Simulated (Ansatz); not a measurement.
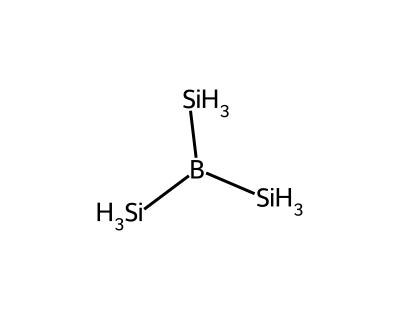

The drawing above gives the connectivity. Computed geometry: PBE-D4/def2-SVP optimisation. No frequency run is at hand to confirm it as a minimum.

Describe the 3D structure.

Formula BH9Si3. As SMILES it reads `[SiH3]B([SiH3])[SiH3]`. It has no ring. Among its groups: Si–H bond. Coordination: 3 Si tetrahedral; 1 B trigonal planar.

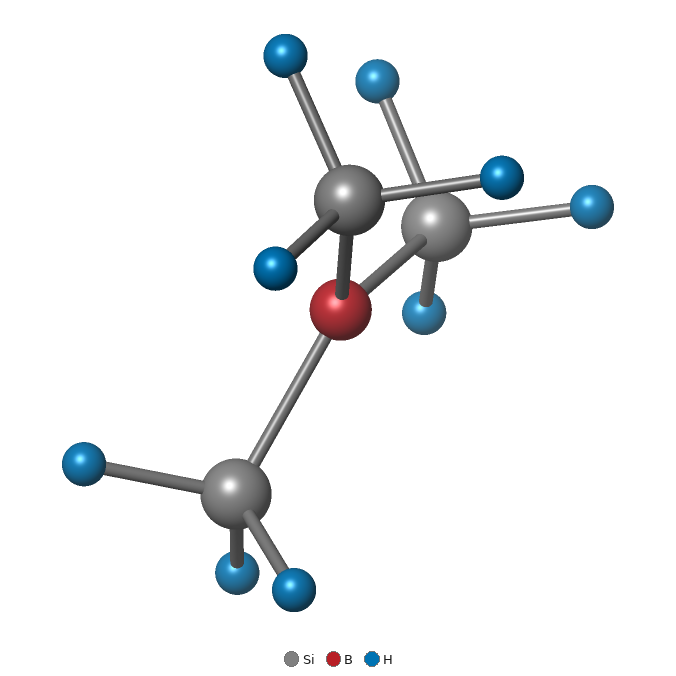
